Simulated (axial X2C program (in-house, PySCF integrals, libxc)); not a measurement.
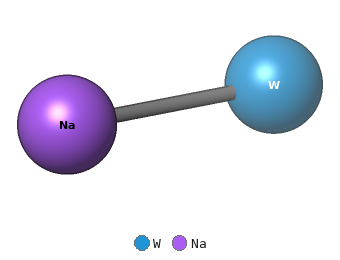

Figure 1. The molecule at the reference distance of 3.144 Å.

# WNa⁻: relativistic diatomic calculation

- system: WNa⁻, single determinant with M_S = 3 and |Λ| = 0.
- method: PBE0, spin-free X2C-1e, W dyall-acv3z, Na dyall-av3z (cores contracted) (axial X2C program (in-house, PySCF integrals, libxc))

### Input file
```
{"zs": [74, 11], "q": -1, "bas": ["dyall-acv3z", "dyall-av3z"], "levels": ["PBE0", "HF", "M06"], "cc": true, "r0": 2.92, "thr": -1.0, "nmax": 90, "npts": 10, "nst": 2, "ntry": 6}
```

The line is the task of a batch: nuclear charges, charge, bases, the levels to run, a first guess of the distance and further settings. This report covers PBE0 without spin-orbit coupling. The log is that of the reference distance 3.144 Å, started from orbitals converged before.

Hardware: 1 thread of Arm Neoverse V1, 24 GiB of memory available, shared host.

Launched within a batch (the task file carries these settings):
```bash
python <driver script> task.json out
```

### Log
```
spin-free X2C-1e  PBE0
basis functions 270  fitting functions 1307  grid points 5088
iter        total energy     max residual
   1     -16305.939790009     6.04e-05
   2     -16305.939790120     5.04e-05
   3     -16305.939790223     4.60e-05
   4     -16305.939790250     3.83e-05
   5     -16305.939790274     1.39e-05
   6     -16305.939790280     1.14e-05
converged
one-electron -22671.91993745  Coulomb 6572.08016912  exact exchange -84.41114693  xc functional -258.69595189  nuclear repulsion 137.00707687
```

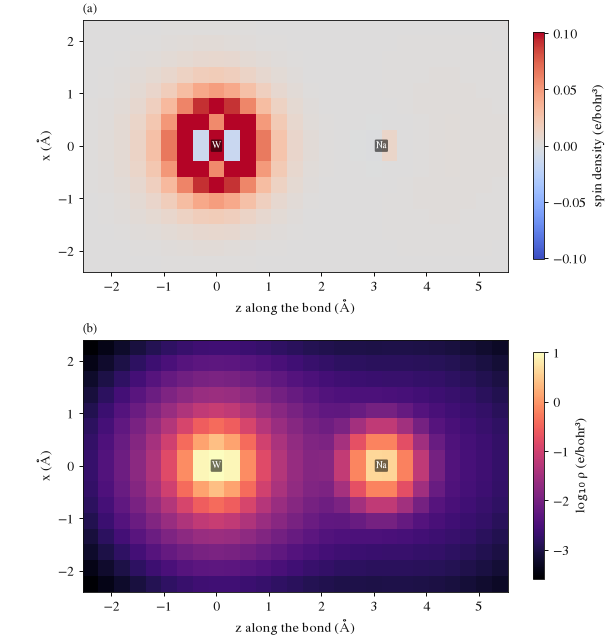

Figure 2. (a) spin density; (b) electron density on a logarithmic scale, in a plane that holds the axis, at 3.14 Å, on points 0.3 Å apart (one half computed, the other mirrored); the structure near the nuclei is finer than these points.

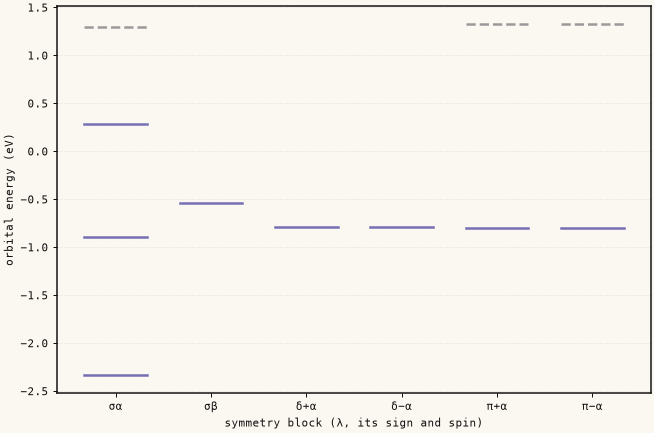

Figure 3. Orbital energies near the frontier at 3.14 Å, filled (solid) and empty (dashed); a label such as π−α means λ = −1 and α spin. The highest filled orbital (σα; 44 % Na s, 24 % Na p) lies at 0.29 eV, the lowest empty one (σα; 64 % Na p, 30 % Na s) at 1.29 eV. A filled level above zero is held only by the finite basis .

### What the run reported

- outcome: not converged in a step after the SCF shown
- largest ⟨S²⟩ along the curve: 12.05
- wall time: 4.5 s
- peak memory: 0.65 GiB

### Diagnosis

The SCF whose log is shown converged, but a later step did not. The run therefore gave no full result.
